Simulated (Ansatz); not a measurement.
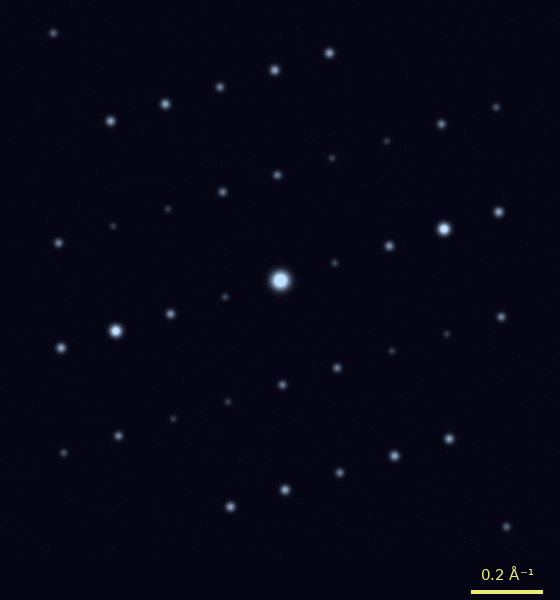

Kinematic zone-axis pattern, calculated for 100 keV electrons with B = 0.5 Å².

Q: What net do the spots form, and what spacings does it show?

A: The spots form a centred rectangular net whose two shortest vectors correspond to d = 6.16 Å and 3.36 Å, 74.2° apart.

Q: What is the point symmetry of the pattern, intensities included?

A: 2mm. A zero-layer kinematic pattern is always centrosymmetric (Friedel's law).

Q: Which crystal and zone produced it?

A: This cannot be fixed from one zone alone; the pattern is [10-1] of MoSe₄, space group C2/c (No. 15), a = 5.878 Å, b = 12.323 Å, c = 6.438 Å, β = 110.64°. The net vectors are 0 2 0 (weak) and 1 1 1. Structure: coordinates from a relaxation (final pressure about 7.4 GPa) with Ansatz, DFT, PAW plane waves, r2scan; the starting structure was generated, so it need not be a known form of this composition.
